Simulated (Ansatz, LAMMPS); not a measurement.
# An extra electron or hole in glassy 65SnO2-35SiO2 (mol %) (60 atoms): runs compared

Does an extra electron or hole in glassy 65SnO2-35SiO2 (mol %) (60 atoms) stay spread out, or do the atoms trap it?

Computed with Ansatz 0.2.0: Kohn-Sham DFT, PBE, PAW (set soft_1), plane waves.

## (1) The cell as built

The cell holds 60 atoms: 13 Sn, 7 Si and 40 O. Cell: a = 9.248 Å, b = 9.248 Å, c = 9.248 Å, α = 90.0°, β = 90.0°, γ = 90.0°. 60 atoms (13 Sn, 7 Si, 40 O) placed at random at 4.63 g/cm³, melted at 4000 K for 10 ps at fixed volume with the Morse and Coulomb pair potential with partial charges (Pedone, Malavasi, Menziani, Cormack and Segre, J. Phys. Chem. B 110, 11780 (2006)). Quenched from 4000 K to 300 K at 10 K/ps and fixed volume, held 10 ps at zero pressure, then minimised at fixed cell.

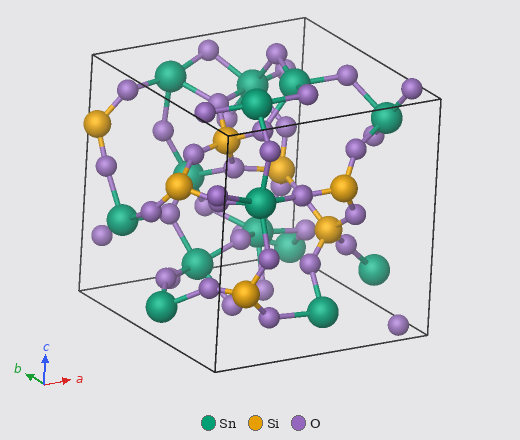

The cell as built. Bonds to atoms that aren't drawn are left out. Some periodic images of atoms are drawn too.

Limits known from the start: The quench rate of 10 K/ps is orders of magnitude faster than experiment, which tends to freeze in extra defects. The network of bonds at the start is that of the classical potential that made the cell, and needn't be the one that DFT or experiment would give. Sampling is at Γ alone, for a cell whose shortest periodic width is 9 Å.

## (2) The reference run

The reference is a single point at the end of the relaxation.

The charged cells start from the geometry of this run, on a uniform background, with spin and a narrow Fermi–Dirac smearing.

Its input, with most atom lines left out:

```yaml
crystal:
  lattice:
    - [9.24821, 0.0, 0.0]
    - [0.0, 9.24821, 0.0]
    - [0.0, 0.0, 9.24821]
  atoms:
    - { symbol: Sn, position: [0.42527, 0.89601, 0.47688] }
    - { symbol: Sn, position: [0.04452, 0.7613, 0.37259] }
    - { symbol: Sn, position: [0.30008, 0.30259, 0.00733] }
    - { symbol: Sn, position: [0.99815, 0.4072, 0.14284] }
    - { symbol: Sn, position: [0.6609, 0.83558, 0.80755] }
    - { symbol: Sn, position: [0.601, 0.49281, 0.98567] }
    - { symbol: Sn, position: [0.92071, 0.28057, 0.83269] }
    [... atom lines 8 to 60 left out ...]
kpoints:
  mp_grid: { grid: [1, 1, 1] }
hamiltonian:
  xc: pbe
  pseudopotentials: { kind: paw, azcp: { folder: soft_1 } }
scf:
  occupations: { method: fixed }
output:
  forces: true
  stress: true
  populations: true
  dos:
    method: { smearing: { sigma: 0.1 } }
    de: 0.1
    projected: { site_lists: { O: [O], Si: [Si], Sn: [Sn] } }
  eigenvalues: true
  write_density: true
  write_potential: true
  volumetric_format: npy
```

* free energy per atom: -1757.8898 eV/atom
* r.m.s. force component: 0.00539 eV/Å
* pressure: 0.01643 GPa

Filled and empty levels are parted by 1.01 eV (at Γ alone); a semilocal functional tends to put such gaps too low. In a disordered cell it changes from sample to sample, and tail or defect levels can set it.

## (3) The runs

Each row is one run, on 4 threads of Arm Neoverse V1, shared host. The free energy is the program's total, comparable only between runs with the same functional, potentials and atoms; between charge states it hangs on the program's zero of potential.

```csv
run,atoms,outcome,"ionic steps, all passes",free energy (eV),time,host memory (GiB)
Single point at the start,60,converged,-,-105470.728,7.1 s,0.9
Relaxation,60,converged,11,-105473.387,49 s,0.93
Single point at the relaxed geometry,60,converged,-,-105473.387,10 s,0.96
"An extra electron, atoms held",60,converged,-,-105466.053,22 s,1.5
"An extra electron, atoms relaxed",60,converged,4,-105466.087,38 s,1.4
"An extra electron, levels at the relaxed geometry",60,converged,-,-105466.087,22 s,1.5
Neutral at the geometry of the electron,60,converged,-,-105473.350,9.3 s,0.96
"An extra hole, atoms held",60,converged,-,-105479.579,37 s,1.5
"An extra hole, atoms relaxed",60,converged,12,-105479.755,2.5 min,1.5
"An extra hole, levels at the relaxed geometry",60,converged,-,-105479.755,24 s,1.5
Neutral at the geometry of the hole,60,converged,-,-105472.808,11 s,0.96
```

Local excerpt of 8 atoms (numbers count through the whole input) about O58, which holds the most spin of the extra hole after relaxation; x, y, z are measured from there.

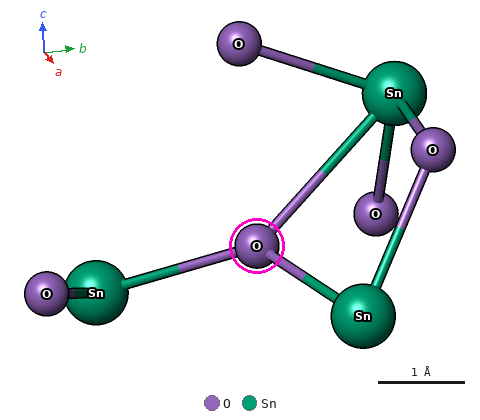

The atoms of the table, within 2.8 Å (arrows a, b, c point along x, y, z); some may hide others; the central atom is ringed.

```csv
atom,x,y,z,distance (Å),Löwdin charge (e),moment (μB)
O58,0.00,0.00,0.00,0.00,-0.62,0.40
Sn8,1.93,0.78,-0.34,2.10,1.74,0.00
Sn4,-1.17,-1.67,-0.76,2.17,1.77,0.00
O24,-0.73,0.05,2.26,2.37,-0.63,0.25
Sn2,-0.73,1.90,1.43,2.48,1.78,0.00
O27,-1.77,1.88,-0.39,2.61,-0.73,0.01
O35,1.39,1.82,1.42,2.70,-0.77,0.00
O57,0.58,-2.69,-0.09,2.75,-0.75,0.00
```

## (4) Energies and spread of the extra charge

Energies are differences within one cell and functional; the shift is the gain plus the neutral cell's energy at the new geometry, that is how much cheaper the vertical process becomes there. The spread is the participation number of the site moments (1/Σw², over the spin inside atomic spheres), with the atom that holds the largest share and the spin that the spheres hold in all.

```csv
carrier,"charged less neutral, atoms held (eV)",gain on relaxing (eV),"neutral cell at that geometry, less the reference (eV)",shift of the vertical energy (eV),"spread, atoms held","spread, relaxed"
electron,7.334,0.034,0.037,0.071,40; O44 7 % of 0.44 μB,39; O44 7 % of 0.45 μB
hole,-6.191,0.176,0.579,0.756,15; O58 12 % of 0.84 μB,3; O58 45 % of 0.90 μB
```

## (5) Outcome

The extra electron gains 0.034 eV as the atoms relax, and its spin stays on about 39 atoms: it stays spread out at this level. With the atoms held, the spheres hold only 0.44 of the 0.93 μB, so the spread is read from a small part of the spin. The extra hole gains 0.18 eV as the atoms relax, and its spin goes from about 15 to 3 atoms: the atoms trap it, with the largest share on O58. The O58–O24 distance goes from 2.65 to 2.37 Å. Adding the two vertical energies gives 1.14 eV, against a gap of 1.01 eV in the neutral cell. The zero of the potential cancels in this sum; the excess isn't taken apart here: charging of a small cell, filling of bands on a coarse mesh and the attraction to the background can all enter.

Caveats: Single energies of charged cells hang on the program's zero of potential. In the spin-polarised runs the search for a state of lower energy was switched off. No distortion was seeded, so a trapped state behind a barrier can't be found. Local and semilocal functionals favour spread-out charges, so trapping can be missed. Charged cells carry a uniform background, with no correction for images.

The DFT runs together took 6.4 min of wall time.

[Logs are printed without paths, hosts, clocks, repeated set-up lines and the standing remarks that a program may print on its own settings, such as how far it seeks lower states.]

[Hosts, paths, dates, database ids (printed as entryN), source tags and the programs' standing remarks are cut or masked in the printed files.]
